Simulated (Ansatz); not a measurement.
**CCl₂Si (SMILES ClC#[Si]Cl): density, localisation and related maps**

Input file:

```
crystal:
  periodic: [false, false, false]
  atoms:
    - {symbol: C, position_ang: [0.789626, 0.158238, -0.180450]}
    - {symbol: Cl, position_ang: [1.957624, 0.460344, -1.285127]}
    - {symbol: Cl, position_ang: [-1.730633, 0.011396, 1.671491]}
    - {symbol: Si, position_ang: [0.152083, -0.699127, 1.150616]}
basis:
  gaussian:
    orbitals: def2-TZVPD
hamiltonian:
  xc: pbe0
output:
  forces: true
  orbitals: {seedname: orbitals}
```

Command:

```sh
ansatz run input.yaml --threads 1 --pin off --max-ram 2610MiB --events-out events.jsonl --progress --plain --runs-dir runs
```

Geometry: PBE0-D3(BJ)/pcseg-1.

Method: isolated molecule in a Gaussian basis; Kohn-Sham density functional theory, functional PBE0 in Ansatz 0.2.0.

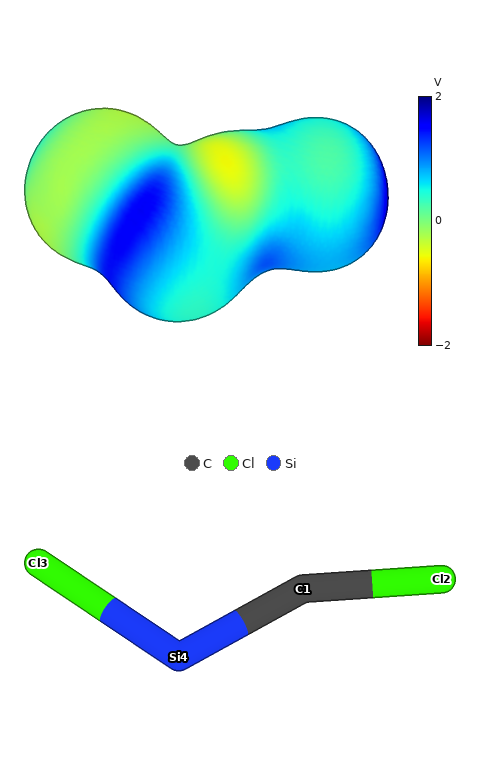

Figure 1. The electrostatic potential painted on the density surface at 0.004 e/bohr³, seen at a tilt; red is negative and blue positive. The bare structure is drawn below in the same view.

Question: Which sites attract a positive test charge, and which a negative one?

Answer: A positive charge is drawn to the negative regions and a negative charge to the positive ones. The most negative region (about −0.6 V) lies over C1 and Si4, the most positive (about +1.8 V) over Cl2. Cl2 shows a σ-hole: about +1.8 V at the tip opposite its bond, against about +0.4 V on its flanks. Cl3 shows a σ-hole: about +0.6 V at the tip opposite its bond, against about −0.2 V on its flanks.

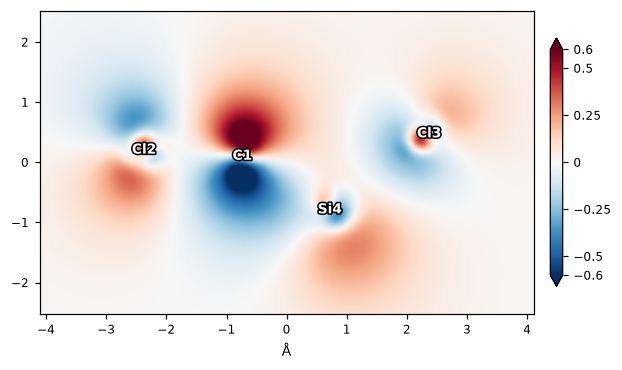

Figure 2. One frontier orbital on the molecular plane (values in Å⁻³ᐟ²; the overall sign is arbitrary).

Question: Which orbital is it: HOMO or LUMO?

Answer: The LUMO, at −3.92 eV. By Hirshfeld shares it lies mainly on C1 (about 40 %), Si4 (about 30 %), Cl2 (about 20 %) and Cl3 (about 10 %); it is symmetric in the molecular plane (an in-plane orbital: σ, lone-pair or in-plane π type).

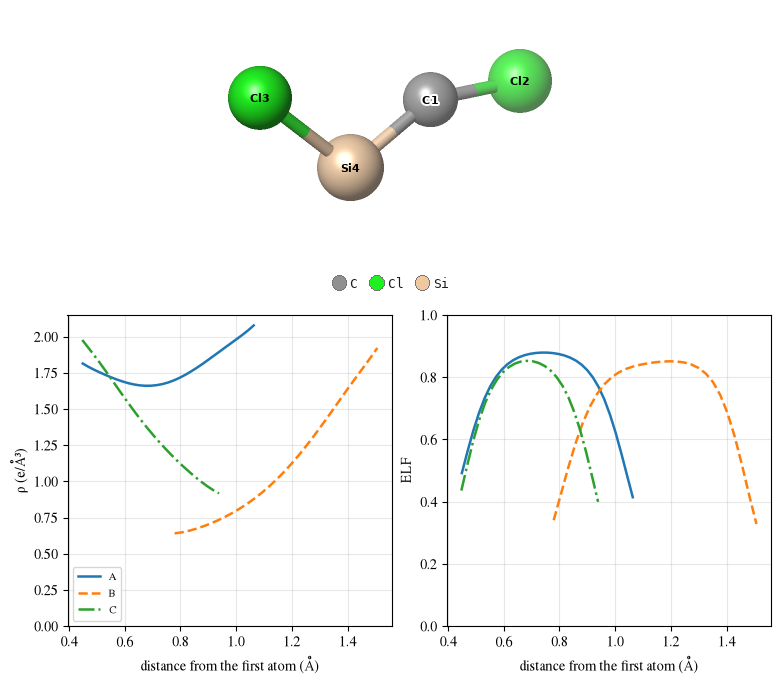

Figure 3. Electron density and ELF along straight lines between neighbouring atoms. The curves leave out the atomic cores. The structure is drawn too.

Question: Which curve belongs to which contact (C–Cl, C–Si and Si–Cl)? The first atom named is at distance zero.

Answer: Curve A: C–Cl (1.64 Å): ρ is about 1.7 e/Å³ halfway; the ELF peaks at about 0.90 between the atoms (a covalent bond). Curve B: Si–Cl (2.08 Å): the density is about 0.84 e/Å³ at the midpoint; the ELF peaks at about 0.85 between the atoms (a shared but strongly polarised pair). Curve C: C–Si (1.71 Å): ρ at the midpoint is about 1 e/Å³; the ELF peaks at about 0.85 between the atoms; a covalent bond.

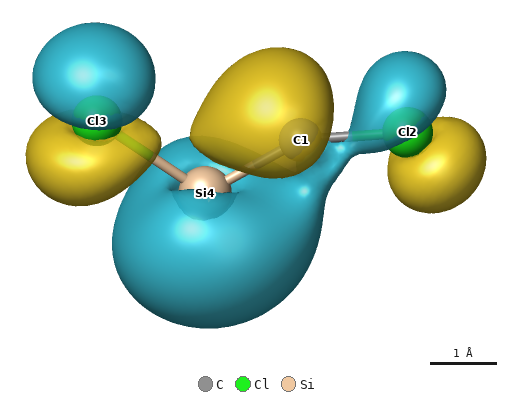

Figure 4. The HOMO−1 at ±0.08 Å⁻³ᐟ² (yellow and cyan are the two phases), seen at a tilt.

Question: Where does this orbital lie, and at what energy?

Answer: By Hirshfeld shares it lies mainly on Si4 (about 55 %), C1 (about 20 %), Cl3 (about 20 %) and Cl2 (about 10 %); it is symmetric in the molecular plane (an in-plane orbital: σ, lone-pair or in-plane π type). Its energy is −7.54 eV.
